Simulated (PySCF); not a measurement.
## A study: CH₆Si, SMILES `C[SiH3]`

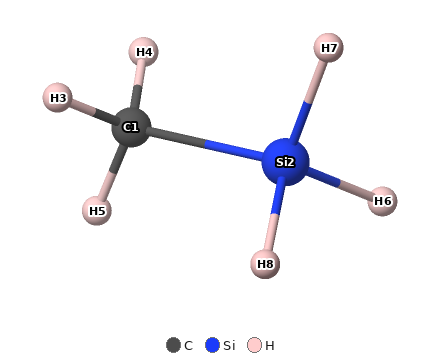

The molecule, with its atoms numbered as below. No frequency check shows the geometry to be a minimum.

Coordinates in Å:

```
C1      -1.2503   -0.0001    0.0000
Si2      0.6452    0.0000    0.0000
H3      -1.6452   -0.1097    1.0064
H4      -1.6452    0.9265   -0.4081
H5      -1.6453   -0.8166   -0.5983
H6       1.1352    0.1536   -1.3718
H7       1.1352    1.1112    0.8189
H8       1.1351   -1.2648    0.5529
```

## 1. Bonding charge

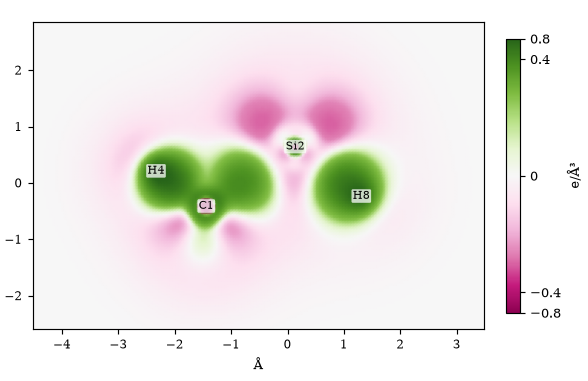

Deformation density (molecule less spherical, spin-averaged free atoms) in the plane of C1, Si2, H4 and H8; colour scale in e/Å³, logarithmic beyond ±0.1; green: gain, pink: loss.

Method: TPSS/6-311+G**; geometry: GFN2-xTB; program: PySCF.

> How much density has each bond in this plane gained at its critical point, relative to the free atoms?

C1–H4: +0.63 e/Å³ at the bond critical point (bond length 1.09 Å). Si2–H8: +0.19 e/Å³ at the bond critical point (bond length 1.47 Å). C1–Si2: +0.16 e/Å³ at the bond critical point (bond length 1.90 Å). In all, 1.7 electrons gather in the regions of gain relative to the promolecule.

## 2. Bond critical points

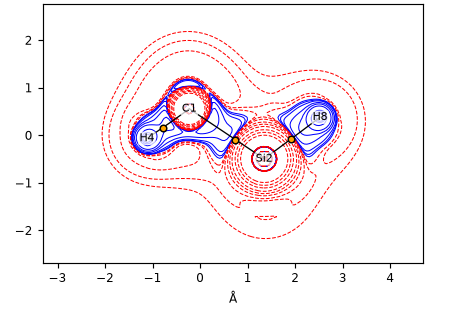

Negative Laplacian of the density (−∇²ρ) in the plane of C1, Si2, H4 and H8 (solid blue lines positive, dashed red lines negative, contours at ±0.02 to ±8 a.u.), with bond paths and bond critical points (dots).

> Sort the bonds in the plane by the sign of ∇²ρ at their critical points.

Concentrated (∇²ρ < 0): C1–H4 (−0.89 a.u.). Depleted (∇²ρ > 0): Si2–H8 (+0.27 a.u., H = −0.072); C1–Si2 (+0.21 a.u., H = −0.070). A positive Laplacian with clearly negative H marks a strongly polar covalent bond, whose critical point lies close to the core of the less electronegative atom.

> Where along C1–H4 does the critical point lie?

0.68 Å from C1 and 0.40 Å from H4.

## 3. Local ionisation energy

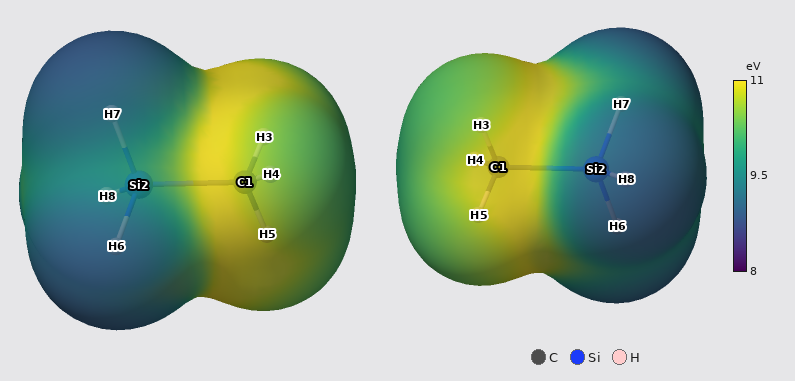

Average local ionisation energy on the surface of electron density 0.001 a.u. (back view left, front view right).

> Locate the minima of the map.

The lowest value is 8.9 eV, 1.5 Å from H6, and at like points elsewhere. Further minima include 9.9 eV, near H5 (1.80 Å), H4 (1.87 Å), H3 (1.97 Å) and C1 (1.98 Å). For comparison, the highest occupied orbital lies at −8.0 eV.

## 4. Excited states

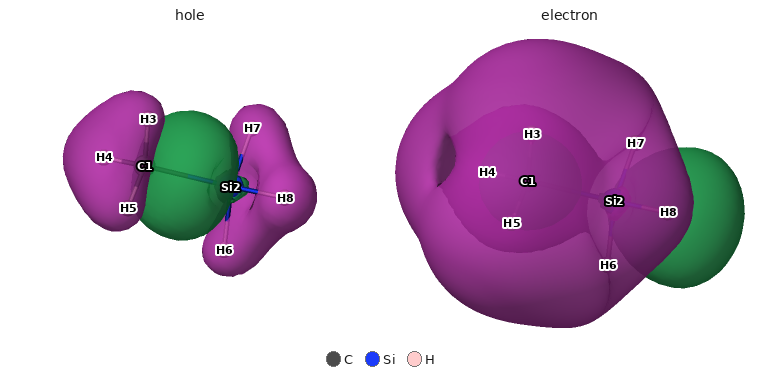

Leading natural transition orbital pair of S₁ (TDA singlet states); the surfaces enclose about 85 % of each orbital's density.

Method: CAM-B3LYP/def2-SVP; geometry: GFN2-xTB; program: PySCF. Without diffuse functions Rydberg states are missing, so the states' numbers hold for this basis only.

> Give its energy and the atoms that hole and electron lie on.

9.35 eV (133 nm), f = 0.228 (bright), partly diffuse acceptor orbital, which a basis without diffuse functions describes poorly; the leading pair carries 99 %; hole on C1 (45 %), Si2 (30 %) and H3, H4 and H5 (5 % each), electron on Si2 (33 %), C1 (16 %) and H3, H4 and H5 (11 % each) (atom shares of so diffuse an orbital are rough); their centroids lie 0.1 Å apart; S₂ and S₃ lie within 0.1 eV of it. In canonical orbitals it is mainly HOMO → LUMO (96 %). The HOMO–LUMO gap is 12.73 eV.

## 5. Removing or adding an electron

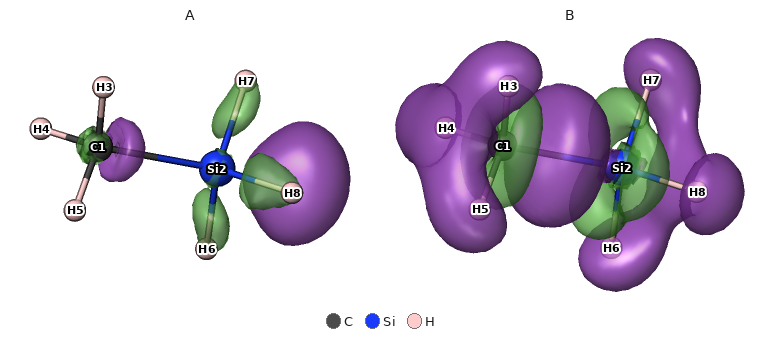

The two Fukui functions at ±0.03 e/Å³ (purple positive, green negative).

Method: r2SCAN/def2-SVP; geometry: GFN2-xTB; program: PySCF.

> Which panel is f⁻ (electron removed) and which f⁺ (electron added)?

A is f⁺, B is f⁻. f⁻ (Hirshfeld-condensed) is largest on Si2 (0.24) and C1 (0.23); the vertical ionisation energy is 11.45 eV. f⁺ (Hirshfeld-condensed) is largest on Si2 (0.32); the vertical electron affinity is −2.87 eV (the stability of the anion's solution wasn't checked; negative, but this basis has no diffuse functions, so it doesn't show that the anion is unbound).

> What chemical potential and hardness follow from the two energies?

μ = −(I + A)/2 = −4.29 eV and η = I − A = 14.31 eV.
